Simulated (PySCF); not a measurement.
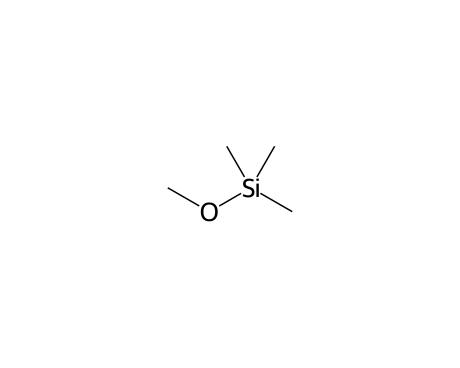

The drawing above gives the connectivity. Computed geometry: PBE0-D3(BJ)/def2-SVP optimisation. No frequency run is at hand to confirm it as a minimum.

Describe the 3D structure.

Formula C₄H₁₂OSi. As SMILES it reads `CO[Si](C)(C)C`. It has no ring. Among its groups: Si–O bond. Coordination: 4 C tetrahedral; 1 O bent; 1 Si tetrahedral.

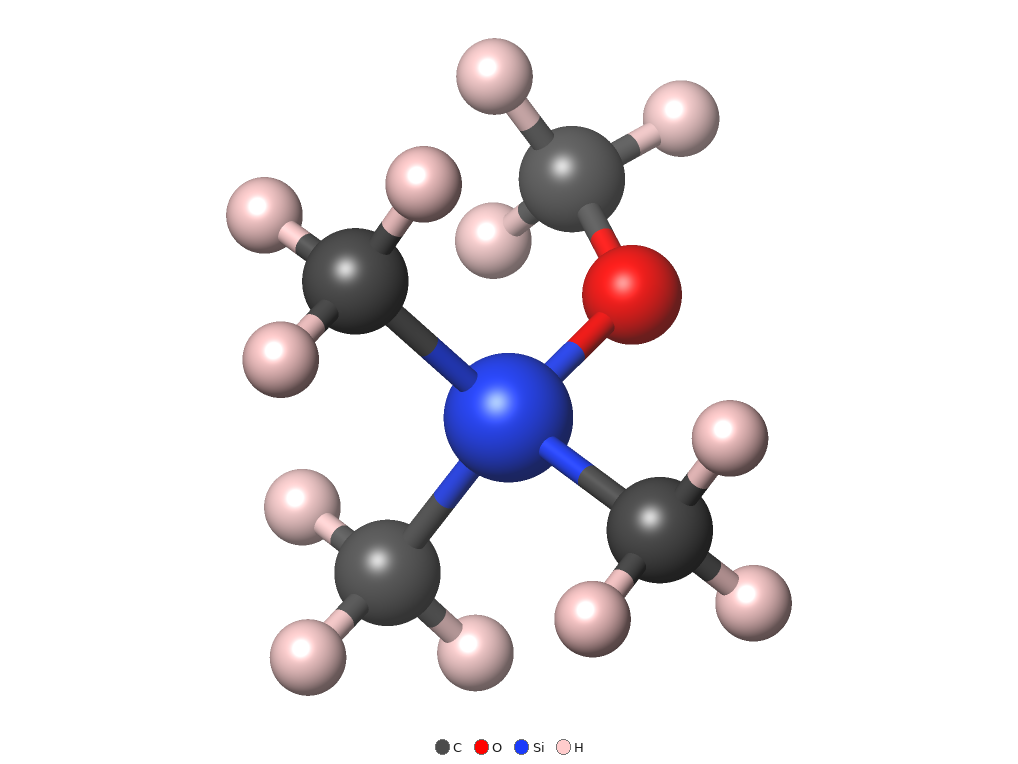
